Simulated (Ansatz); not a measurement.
Band structure of ScAgSe2 (P-3m1, 4 atoms in the cell).

```
ScAgSe2
1.0
    3.90558     0.00000     0.00000
   -1.95279     3.38233     0.00000
    0.00000     0.00000     6.61041
Sc Ag Se
1 1 2
Direct
  0.00000   0.00000   0.00000
  0.00000   0.00000   0.50000
  0.33333   0.66667   0.23212
  0.66667   0.33333   0.76788
```

Computed with PBEsol, PAW files made with PBE (plane waves; Ansatz, a first-principles code).

Settings: basis.ecutwfc = 30.9 Ry; kpoints.mp_grid.grid = 7 7 4; hamiltonian.xc = pbesol; hamiltonian.pseudopotentials = {kind: paw} (the program's default PAW files); scf.occupations.method = fixed; kpoints.band_path.npoints = 8.

The starting cell comes from a database of computed structures (which also holds hypothetical and non-ambient phases and stackings), without a prior relaxation at this level.

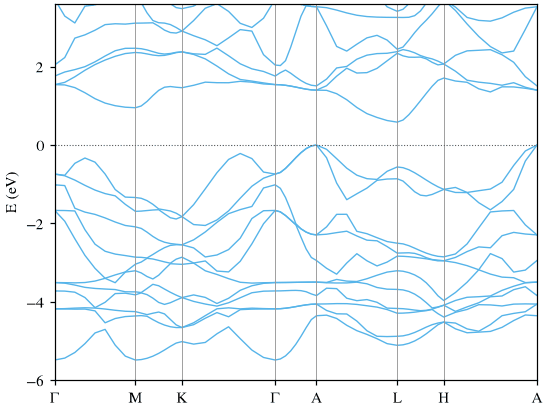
Bands along the path, energies from the top of the valence band on the path.

Read off roughly the gap and where its edges lie.

The gap along the path is about 0.6 eV (computed: 0.58 eV), from A to L; the smallest direct gap on it is 1.14 eV.

Levels in eV from the top of the valence band on the path, bands 28 to 35:
```
point     28     29     30     31    32    33    34    35
-----  -----  -----  -----  -----  ----  ----  ----  ----
Γ      -1.67  -1.01  -0.74  -0.74  1.54  1.54  1.76  2.04
M      -2.86  -2.09  -1.69  -1.34  0.95  2.36  2.47  3.11
K      -2.54  -2.54  -1.83  -1.83  1.46  2.37  2.37  2.90
A      -2.29  -2.29   0.00   0.00  1.40  1.40  1.51  3.52
L      -2.75  -2.50  -0.86  -0.56  0.58  2.34  2.38  2.44
H      -2.95  -2.85  -1.13  -1.13  1.71  2.06  2.06  3.70
```

Keys are those of Ansatz 0.2.
